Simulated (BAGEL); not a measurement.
# AlSiH4Cl (SMILES [SiH3][AlH][Cl]), step by step

Wanted: the energy (HF/cc-pVDZ), then a single-point energy (NEVPT2(2,2)/cc-pVDZ), then the energy (CASPT2(2,2)/cc-pVDZ) of AlSiH4Cl. 

The results are computed with BAGEL 1.2.2.

1 further run of the same task is left out (set aside as unsound or not needed).

## Step 1: The system as given

AlSiH4Cl has 7 atoms, charge 0, and is taken as a singlet. As SMILES, `[SiH3][AlH][Cl]`. The Al2–H7 distance was set to 2.134 Å, away from the relaxed value. At this shape a bond of the SMILES string is far longer than usual.

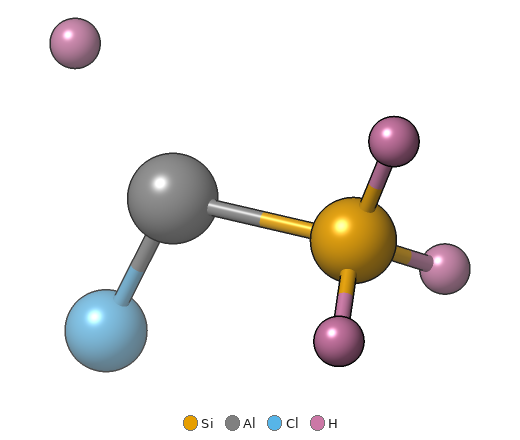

The structure, seen from a chosen angle (silicon amber, aluminium grey, chlorine blue, hydrogen pink).

## Step 2: The energy at HF/cc-pVDZ (density fitting with svp-jkfit) (run 1)

Contents of job.json:

```json
{ "bagel": [

{
  "title": "molecule",
  "basis": "cc-pvdz.json",
  "df_basis": "svp-jkfit",
  "angstrom": true,
  "geometry": [
    { "atom": "Si", "xyz": [      -1.143407,       0.478059,      -0.775443 ] },
    { "atom": "Al", "xyz": [       0.812593,      -0.716841,       0.078857 ] },
    { "atom": "Cl", "xyz": [       1.501193,      -2.327541,      -1.087143 ] },
    { "atom": "H", "xyz": [      -2.294907,      -0.456241,      -0.919543 ] },
    { "atom": "H", "xyz": [      -0.849807,       1.050259,      -2.119343 ] },
    { "atom": "H", "xyz": [      -1.558807,       1.591659,       0.122057 ] },
    { "atom": "H", "xyz": [       1.901100,      -0.314000,       1.869500 ] }
  ]
},

{
  "title": "hf"
},

{
  "title": "print",
  "file": "orbitals.molden",
  "orbitals": true
}

]}
```

The basis set cc-pVDZ is read from a file made from the Basis Set Exchange's data (not shown).

The run is started by

```
$ BAGEL_NUM_THREADS=1 BAGEL job.json > job.out
```

Log:

```text
* using 1 threads per process

  ===============================================================
  ===============================================================

  *** Geometry ***

  { "atom" : "Si", "xyz" : [     -2.160726,      0.903401,     -1.465375 ] },
  { "atom" : "Al", "xyz" : [      1.535578,     -1.354633,      0.149018 ] },
  { "atom" : "Cl", "xyz" : [      2.836844,     -4.398415,     -2.054403 ] },
  { "atom" : "H", "xyz" : [     -4.336746,     -0.862171,     -1.737684 ] },
  { "atom" : "H", "xyz" : [     -1.605902,      1.984702,     -4.004978 ] },
  { "atom" : "H", "xyz" : [     -2.945718,      3.007800,      0.230654 ] },
  { "atom" : "H", "xyz" : [      3.592558,     -0.593374,      3.532843 ] },

  Number of auxiliary basis functions:      456

  Since a DF basis is specified, we compute 2- and 3-index integrals:
    o Being stored without compression. Storage requirement is 0.020 GB

  Number of basis functions:       74
  Number of electrons      :       48

    * METHOD: MOLECULE                             0.20

  *** RHF ***

  === Nuclear Repulsion ===
   163.2269008956

      * DIIS with orbital gradients will be used.

  === RHF iteration (cc-pvdz.json) ===
      0       -992.62264168          0.00766775           0.05
      1       -992.68869444          0.00295916           0.05
      2       -992.69642178          0.00102034           0.05
      3       -992.69748744          0.00011478           0.05
      4       -992.69750131          0.00003256           0.05
      5       -992.69750247          0.00000621           0.05
      6       -992.69750250          0.00000145           0.05
      7       -992.69750251          0.00000044           0.05
      8       -992.69750251          0.00000008           0.05
      9       -992.69750251          0.00000002           0.05
     10       -992.69750251          0.00000001           0.05
    * SCF iteration converged.

    * Permanent dipole moment:
           (    0.513526,    -0.399110,     0.118186) a.u.

    * METHOD: HF                                   0.71

    * METHOD: PRINT                                0.01

  ===============================================================
```

Wall time 1.1 s (1 thread of Arm Neoverse V1, shared host); peak memory 0.14 GiB.

## Step 3: A single-point energy at NEVPT2(2,2)/cc-pVDZ (density fitting with svp-jkfit) (run 2)

Contents of input.json:

```json
{ "bagel": [

{
  "title": "molecule",
  "basis": "cc-pvdz.json",
  "df_basis": "svp-jkfit",
  "angstrom": true,
  "geometry": [
    { "atom": "Si", "xyz": [   -1.143407,    0.478059,   -0.775443 ] },
    { "atom": "Al", "xyz": [    0.812593,   -0.716841,    0.078857 ] },
    { "atom": "Cl", "xyz": [    1.501193,   -2.327541,   -1.087143 ] },
    { "atom": "H", "xyz": [   -2.294907,   -0.456241,   -0.919543 ] },
    { "atom": "H", "xyz": [   -0.849807,    1.050259,   -2.119343 ] },
    { "atom": "H", "xyz": [   -1.558807,    1.591659,    0.122057 ] },
    { "atom": "H", "xyz": [    1.901100,   -0.314000,    1.869500 ] }
  ]
},
{ "title": "hf" },
{ "title": "nevpt2", "nstate": 1, "nact": 2, "nclosed": 23, "active": [24, 26], "maxiter": 200, "natocc": true, "ncore": 15 },
{ "title": "print", "file": "orbitals.molden", "orbitals": true }

]}
```

The basis set cc-pVDZ is read from a file made from the Basis Set Exchange's data (not shown).

The run is started by

```
$ BAGEL_NUM_THREADS=1 BAGEL input.json > input.out
```

Log:

```text
* using 1 threads per process

  ===============================================================
  ===============================================================

  *** Geometry ***

  { "atom" : "Si", "xyz" : [     -2.160726,      0.903401,     -1.465375 ] },
  { "atom" : "Al", "xyz" : [      1.535578,     -1.354633,      0.149018 ] },
  { "atom" : "Cl", "xyz" : [      2.836844,     -4.398415,     -2.054403 ] },
  { "atom" : "H", "xyz" : [     -4.336746,     -0.862171,     -1.737684 ] },
  { "atom" : "H", "xyz" : [     -1.605902,      1.984702,     -4.004978 ] },
  { "atom" : "H", "xyz" : [     -2.945718,      3.007800,      0.230654 ] },
  { "atom" : "H", "xyz" : [      3.592558,     -0.593374,      3.532843 ] },

  Number of auxiliary basis functions:      456

  Since a DF basis is specified, we compute 2- and 3-index integrals:
    o Being stored without compression. Storage requirement is 0.020 GB

  Number of basis functions:       74
  Number of electrons      :       48

    * METHOD: MOLECULE                             0.19

  *** RHF ***

  === Nuclear Repulsion ===
   163.2269008956

      * DIIS with orbital gradients will be used.

  === RHF iteration (cc-pvdz.json) ===
      0       -992.62264168          0.00766775           0.06
      1       -992.68869444          0.00295916           0.05
      2       -992.69642178          0.00102034           0.05
      3       -992.69748744          0.00011478           0.05
      4       -992.69750131          0.00003256           0.05
      5       -992.69750247          0.00000621           0.05
      6       -992.69750250          0.00000145           0.05
      7       -992.69750251          0.00000044           0.05
      8       -992.69750251          0.00000008           0.05
      9       -992.69750251          0.00000002           0.05
     10       -992.69750251          0.00000001           0.05
    * SCF iteration converged.

    * Permanent dipole moment:
           (    0.513526,    -0.399110,     0.118186) a.u.

    * METHOD: HF                                   0.73

    * freezing 15 orbitals
  ---------------------------
      CASSCF calculation
  ---------------------------

    ==== Active orbitals : =====
         Orbital 24
         Orbital 26
    ============================

    * nstate   :      1
    * nclosed  :     23
    * nact     :      2
    * nvirt    :     49
  === CASSCF iteration (cc-pvdz.json) ===

    * Using the second-order algorithm

      0  0      -992.70164185     8.76e-04      0.02

      1  0      -992.71946905     1.71e-03      0.24

      2  0      -992.72142767     3.33e-04      0.28

      3  0      -992.72150738     1.13e-04      0.28

      4  0      -992.72151343     3.47e-05      0.27

      5  0      -992.72151393     1.03e-05      0.27

      6  0      -992.72151398     3.00e-06      0.26

      7  0      -992.72151398     8.75e-07      0.27

      8  0      -992.72151398     2.55e-07      0.26

      9  0      -992.72151398     7.43e-08      0.26

     10  0      -992.72151398     2.16e-08      0.24

     11  0      -992.72151398     6.31e-09      0.23

    * Second-order optimization converged. *

     guess   0:   closed 1.                   open ..

  === FCI iteration ===

      0  0      -992.69656878     6.56e-02      0.00
      1  0      -992.72151188     4.99e-04      0.00
      2  0 *    -992.72151398     1.12e-16      0.00

     * ci vector, state   0, <S^2> = 0.0000
       2.     0.9824216132
       .2    -0.1866755849

  === DF-NEVPT2 calculation ===

    * 3-index integral transformation done
    * assembly done

      NEVPT2 correlation energy:   -0.2809866356      0.08

          (+0)     -0.2587137722
          (+0)'    -0.0022529197
          (+1)     -0.0050281387
          (+1)'    -0.0000000000
          (+2)     -0.0001568727
          (-1)     -0.0086524598
          (-1)'     0.0000000000
          (-2)     -0.0061824725

      NEVPT2 total energy:       -993.0025006171

    * METHOD: NEVPT2                               3.17

    * METHOD: PRINT                                0.01

  ===============================================================
```

Wall time 4.5 s (1 thread of Arm Neoverse V1, shared host); peak memory 0.14 GiB.

## Step 4: A single-point energy at CASPT2(2,2)/cc-pVDZ (density fitting with svp-jkfit) (run 3)

Contents of calc.json:

```json
{ "bagel": [

{
  "title": "molecule",
  "basis": "cc-pvdz.json",
  "df_basis": "svp-jkfit",
  "angstrom": true,
  "geometry": [
    { "atom": "Si", "xyz": [   -1.143407,    0.478059,   -0.775443 ] },
    { "atom": "Al", "xyz": [    0.812593,   -0.716841,    0.078857 ] },
    { "atom": "Cl", "xyz": [    1.501193,   -2.327541,   -1.087143 ] },
    { "atom": "H", "xyz": [   -2.294907,   -0.456241,   -0.919543 ] },
    { "atom": "H", "xyz": [   -0.849807,    1.050259,   -2.119343 ] },
    { "atom": "H", "xyz": [   -1.558807,    1.591659,    0.122057 ] },
    { "atom": "H", "xyz": [    1.901100,   -0.314000,    1.869500 ] }
  ]
},
{ "title": "hf" },
{ "title": "casscf", "nstate": 1, "nact": 2, "nclosed": 23, "active": [24, 26], "maxiter": 200, "natocc": true },
{ "title": "print", "file": "orbitals.molden", "orbitals": true },
{ "title": "smith", "method": "caspt2", "ms": true, "xms": true, "sssr": true, "shift": 0.2, "shift_imag": true, "ncore": 15 }

]}
```

The basis set cc-pVDZ is read from a file made from the Basis Set Exchange's data (not shown).

The run is started by

```
$ BAGEL_NUM_THREADS=1 BAGEL calc.json > calc.out
```

Log:

```text
* using 1 threads per process

  ===============================================================
  ===============================================================

  *** Geometry ***

  { "atom" : "Si", "xyz" : [     -2.160726,      0.903401,     -1.465375 ] },
  { "atom" : "Al", "xyz" : [      1.535578,     -1.354633,      0.149018 ] },
  { "atom" : "Cl", "xyz" : [      2.836844,     -4.398415,     -2.054403 ] },
  { "atom" : "H", "xyz" : [     -4.336746,     -0.862171,     -1.737684 ] },
  { "atom" : "H", "xyz" : [     -1.605902,      1.984702,     -4.004978 ] },
  { "atom" : "H", "xyz" : [     -2.945718,      3.007800,      0.230654 ] },
  { "atom" : "H", "xyz" : [      3.592558,     -0.593374,      3.532843 ] },

  Number of auxiliary basis functions:      456

  Since a DF basis is specified, we compute 2- and 3-index integrals:
    o Being stored without compression. Storage requirement is 0.020 GB

  Number of basis functions:       74
  Number of electrons      :       48

    * METHOD: MOLECULE                             0.19

  *** RHF ***

  === Nuclear Repulsion ===
   163.2269008956

      * DIIS with orbital gradients will be used.

  === RHF iteration (cc-pvdz.json) ===
      0       -992.62264168          0.00766775           0.06
      1       -992.68869444          0.00295916           0.05
      2       -992.69642178          0.00102034           0.05
      3       -992.69748744          0.00011478           0.05
      4       -992.69750131          0.00003256           0.05
      5       -992.69750247          0.00000621           0.05
      6       -992.69750250          0.00000145           0.05
      7       -992.69750251          0.00000044           0.05
      8       -992.69750251          0.00000008           0.05
      9       -992.69750251          0.00000002           0.05
     10       -992.69750251          0.00000001           0.05
    * SCF iteration converged.

    * Permanent dipole moment:
           (    0.513526,    -0.399110,     0.118186) a.u.

    * METHOD: HF                                   0.72

  ---------------------------
      CASSCF calculation
  ---------------------------

    ==== Active orbitals : =====
         Orbital 24
         Orbital 26
    ============================

    * nstate   :      1
    * nclosed  :     23
    * nact     :      2
    * nvirt    :     49
  === CASSCF iteration (cc-pvdz.json) ===

    * Using the second-order algorithm

      0  0      -992.70164185     8.76e-04      0.02

      1  0      -992.71946905     1.71e-03      0.24

      2  0      -992.72142767     3.33e-04      0.28

      3  0      -992.72150738     1.13e-04      0.27

      4  0      -992.72151343     3.47e-05      0.26

      5  0      -992.72151393     1.03e-05      0.27

      6  0      -992.72151398     3.00e-06      0.26

      7  0      -992.72151398     8.75e-07      0.27

      8  0      -992.72151398     2.55e-07      0.27

      9  0      -992.72151398     7.43e-08      0.26

     10  0      -992.72151398     2.16e-08      0.23

     11  0      -992.72151398     6.31e-09      0.23

    * Second-order optimization converged. *

     guess   0:   closed 1.                   open ..

  === FCI iteration ===

      0  0      -992.69656878     6.56e-02      0.00
      1  0      -992.72151188     4.99e-04      0.00
      2  0 *    -992.72151398     1.12e-16      0.00

     * ci vector, state   0, <S^2> = 0.0000
       2.     0.9824216132
       .2    -0.1866755849

    * METHOD: CASSCF                               2.99

    * METHOD: PRINT                                0.01

  === SMITH program ===

    * freezing 15 orbitals

    * Approximate memory requirement for SMITH calulation per MPI process:
      o Storage requirement for T-amplitude, lambda, and residual is 0.01 GB
      o Storage requirement for MO integrals is 0.00 GB
    * Calculating and saving rdm4f

    * Zeroth order energy : state  0       -0.7267585618

    * CASPT2 iteration is performed using orthogonal basis

      -------------------------------------------  CASPT2 iteration  ---------------------------------------------------
       #      aibj      arbs      arbi      airj      risj      airs      arst      rist         Etot      error   time
      ------------------------------------------------------------------------------------------------------------------

       0  -0.25735  -0.00757  -0.00885  -0.00573  -0.00026  -0.00197  -0.00000  -0.00000   -0.2817379  0.0009208   0.03
       1  -0.25751  -0.00760  -0.00886  -0.00586  -0.00029  -0.00203   0.00000  -0.00000   -0.2821448  0.0001688   0.03
       2  -0.25751  -0.00760  -0.00887  -0.00586  -0.00029  -0.00202  -0.00000  -0.00000   -0.2821567  0.0000416   0.03
       3  -0.25751  -0.00760  -0.00887  -0.00586  -0.00029  -0.00202  -0.00000  -0.00000   -0.2821574  0.0000094   0.03
       4  -0.25751  -0.00760  -0.00887  -0.00586  -0.00029  -0.00202   0.00000  -0.00000   -0.2821574  0.0000017   0.03
       5  -0.25751  -0.00760  -0.00887  -0.00586  -0.00029  -0.00202  -0.00000  -0.00000   -0.2821574  0.0000003   0.03

      ------------------------------------------------------------------------------------------------------------------

    * CASPT2 energy : state  0     -993.0061341168
        w/o shift correction       -993.0036713932
        reference weight              0.8898552580

    * METHOD: SMITH                                0.30

  ===============================================================
```

Wall time 4.5 s (1 thread of Arm Neoverse V1, shared host); peak memory 0.14 GiB.

## Step 5: Results

| quantity | value |
| --- | --- |
| run 1, HF/cc-pVDZ: total energy | -992.69750 Eh |
| run 1, HF/cc-pVDZ: dipole moment | 1.68 D |
| run 1, HF/cc-pVDZ: HOMO energy | -9.96 eV |
| run 1, HF/cc-pVDZ: LUMO energy | 0.62 eV |
| run 1, HF/cc-pVDZ: HOMO–LUMO gap | 10.57 eV |
| run 2, NEVPT2(2,2)/cc-pVDZ: total energy | -993.00250 Eh |
| run 3, CASPT2(2,2)/cc-pVDZ: total energy | -993.00613 Eh |
